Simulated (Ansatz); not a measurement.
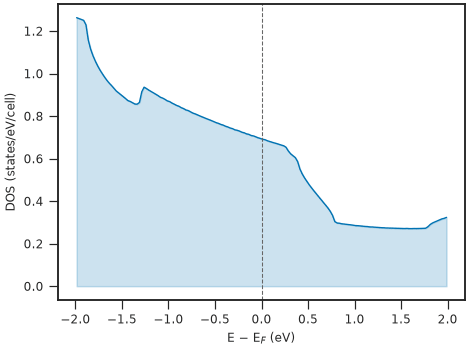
Fig. 1. Density of states of MgB2 (P6/mmm) near the Fermi level, PBEsol, rigid bands run with Ansatz (a program for electronic structure).

Q: With 3 atoms a cell, what bare Sommerfeld coefficient γ = (π²/3) k_B² N(E_F) follows?

A: N(E_F) ≈ 0.69 states/eV a cell at 300 K, so γ ≈ 0.54 mJ/(mol of atoms·K²), before electron-phonon enhancement.

Q: How far does the Fermi level move in a rigid band for 0.1 electron a cell added or removed?

A: 146 meV and -142 meV.

A metal at this level (no band gap); rigid bands, thermally averaged at 300 K, both spins. Spin-orbit coupling is left out. Geometry: cell and atoms relaxed with PBEsol.
